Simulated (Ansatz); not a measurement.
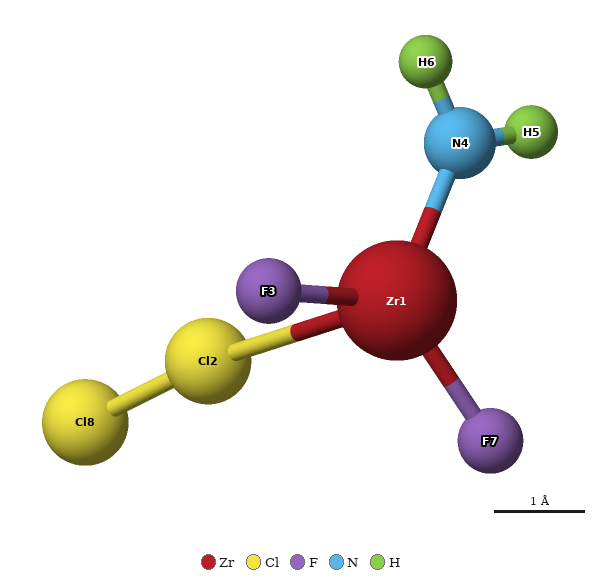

The structure (ball-and-stick view, seen at a tilt; atoms are numbered from 1 in the order of the input). Sticks mark near contacts. Bond lengths as drawn: Cl–Cl 2.06 Å, Cl–Zr 3.34 Å, F–Zr 1.93 Å, H–N 1.01 Å and N–Zr 2.04 Å.

Frequency calculation, with input and output: ZrNH₂Cl₂F₂

ZrNH₂Cl₂F₂, multiplicity 2, computed with UHF/def2-SVP (Ansatz 0.2.0).

It belongs to a series of runs on one base structure; here: vibrations at the highest image of the band. Figures and captions count atoms from 1; the log counts them from 0 in places.

The input:
```yaml
crystal:
  periodic: [false, false, false]
  atoms:
    - { symbol: Zr, position_ang: [0.00931, -0.008419, -0.426812] }
    - { symbol: Cl, position_ang: [-0.076118, 0.106867, 2.911328] }
    - { symbol: F, position_ang: [1.934174, 0.084089, -0.448066] }
    - { symbol: "N", position_ang: [-0.990886, 1.729773, -0.774625] }
    - { symbol: H, position_ang: [-1.985794, 1.83574, -0.887627] }
    - { symbol: H, position_ang: [-0.577934, 2.642848, -0.872191] }
    - { symbol: F, position_ang: [-1.032986, -1.629163, -0.46132] }
    - { symbol: Cl, position_ang: [0.032434, -0.101737, 4.959714] }
magnetization:
  spin_polarized: true
  initial_magnetization: 1
basis:
  gaussian: { orbitals: def2-SVP }
hamiltonian:
  xc: hf
phonons: {}
```

Machine: 4 threads of Arm Neoverse V2, 24 GiB of memory available, shared host.

Launched with:
```bash
ansatz run input.yaml --threads 4 --pin off --max-ram 5120MiB --backend cpu --events-out ev --progress --plain --runs-dir out
```

Output:
```
Engine: ansatz 0.2.0, aarch64-unknown-linux-gnu
Functional definition: HF
  exchange = exact_x
  correlation = 0
1237 factors; integrals over basis functions are off by at most 5.0e-4 eV
mean field evaluation 1: about -33180.8332 eV, gradient 4.0e1 eV
mean field evaluation 2: about -33180.8396 eV, gradient 4.0e1 eV
mean field evaluation 4: about -33188.2132 eV, gradient 2.9e0 eV
mean field evaluation 8: about -33188.6877 eV, gradient 4.0e-1 eV
mean field evaluation 16: about -33187.1470 eV, gradient 3.7e0 eV
mean field evaluation 32: about -33184.4986 eV, gradient 2.7e1 eV
mean field -33188.69577594 eV, -1219.6620736599 hartree, gradient 7.3e-5 eV, S^2 0.779184; 1 other end points of the search recorded, 0 dependent functions left out
the calculation of the forces begins
reference -33188.69577594 eV, -1219.6620736599 hartree; 37, 36 occupied and 82, 83 virtual orbitals, 1237 factors
these checks for a lower state are left out or cut short: stability, starts, cluster_reference, orbital_swaps, neighbouring_geometries, increment
1237 factors; integrals over basis functions are off by at most 5.0e-4 eV
mean field evaluation 64: about -33188.6956 eV, gradient 1.8e-6 eV
mean field -33188.69559638 eV, -1219.6620670612 hartree, gradient 1.9e-6 eV, S^2 0.779170; 0 other end points of the search recorded, 0 dependent functions left out
[... from here on the field's lines of each further geometry are left out, up to the last ...]
the calculation of the forces begins
reference -33188.69586659 eV, -1219.6620769913 hartree; 37, 36 occupied and 82, 83 virtual orbitals, 1237 factors
these checks for a lower state are left out or cut short: stability, starts, cluster_reference, orbital_swaps, neighbouring_geometries, increment
1237 factors; integrals over basis functions are off by at most 5.0e-4 eV
mean field -33188.69562665 eV, -1219.6620681736 hartree, gradient 2.2e-6 eV, S^2 0.778145; 0 other end points of the search recorded, 0 dependent functions left out
the calculation of the forces begins
reference -33188.69562665 eV, -1219.6620681736 hartree; 37, 36 occupied and 82, 83 virtual orbitals, 1237 factors
WARN: phonons: modes at or below zero, which the zero-point energy, F, S and C_V leave out: 1, the lowest at -165.91 cm⁻¹. A minimum has none, and a first-order saddle one
Total energy: -33188.69577594 eV, -1219.6620736599 hartree
Atom 0 at     0.009310    -0.008419    -0.426812 Å, force    -0.018482     0.024422     0.009222 eV/Å
Atom 1 at    -0.076118     0.106867     2.911328 Å, force    -0.005592     0.011247    -0.055326 eV/Å
Atom 2 at     1.934174     0.084089    -0.448066 Å, force     0.025146    -0.002199     0.002517 eV/Å
Atom 3 at    -0.990886     1.729773    -0.774625 Å, force     0.000536    -0.003981    -0.010512 eV/Å
Atom 4 at    -1.985794     1.835740    -0.887627 Å, force    -0.003897    -0.005680     0.004685 eV/Å
Atom 5 at    -0.577934     2.642848    -0.872191 Å, force     0.006286     0.008052     0.001014 eV/Å
Atom 6 at    -1.032986    -1.629163    -0.461320 Å, force    -0.009702    -0.021240     0.000563 eV/Å
Atom 7 at     0.032434    -0.101737     4.959714 Å, force     0.005704    -0.010621     0.047838 eV/Å
Dipole moment:    -0.257322     0.448344    -0.150047 e Å
Vibrations: -165.91 16.61 19.30 66.26 72.67 83.07 145.12 156.65 290.86 337.73 497.76 613.72 639.04 678.00 695.70 1650.92 3739.29 3818.95 cm⁻¹, zero-point energy 0.838237 eV
```

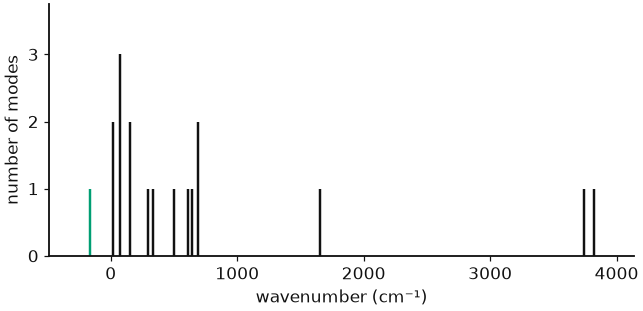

Harmonic vibrational wavenumbers from the force constants; neighbouring modes closer than 18 cm⁻¹ are counted in one stick, and imaginary ones are drawn at negative wavenumbers. 18 modes from 166i to 3819 cm⁻¹, 1 imaginary beyond 8i (166i cm⁻¹): a first-order saddle point, if the geometry is stationary.

Key numbers:

- outcome: converged
- total energy: −33188.6958 eV
- mean-field energy: −33188.6958 eV
- ⟨S²⟩: 0.779
- largest force (length of the vector): 0.057 eV/Å
- wall time: 55 s (CPU time 3.4 min)
- peak memory: 0.39 GiB
